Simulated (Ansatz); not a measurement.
| atom | x (Å) | y (Å) | z (Å) |
| --- | --- | --- | --- |
| B | 0.0417 | 0.4829 | -0.0091 |
| N | -0.0154 | 0.3279 | 1.6988 |
| H | 0.0071 | -0.6614 | 1.9601 |
| H | 0.8153 | 0.7596 | 2.1122 |
| N | 1.3235 | -0.1668 | -0.4092 |
| H | 1.2322 | -0.9886 | -1.0005 |
| H | 2.0078 | 0.4479 | -0.8417 |
| H | -0.9851 | -0.1010 | -0.3450 |
| H | -0.0083 | 1.7019 | -0.1482 |
| H | -0.8443 | 0.7532 | 2.1231 |

These are results of RKS B3LYP-D4/cc-pVDZ (Ansatz), not measurements.

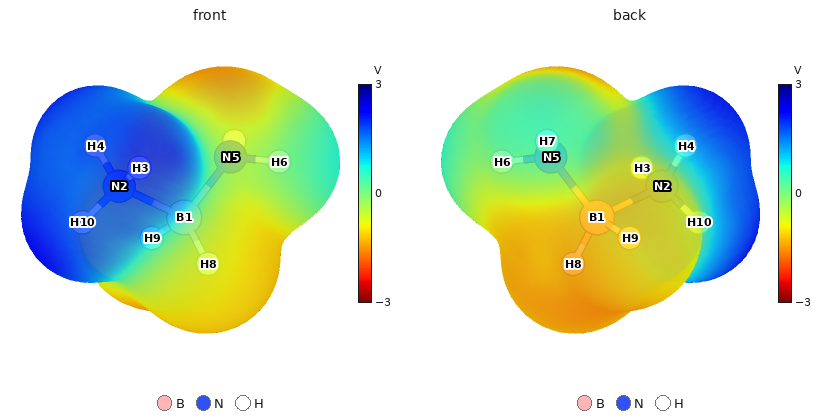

BH7N2. The electrostatic potential painted on the density surface at 0.002 e/bohr³, seen from the front and from behind; the colour scale runs from red (negative) to blue (positive).

### Describe the electrostatic potential map.

The most negative region (about −1.6 V) lies over H9, the most positive (about +2.2 V) over H10.
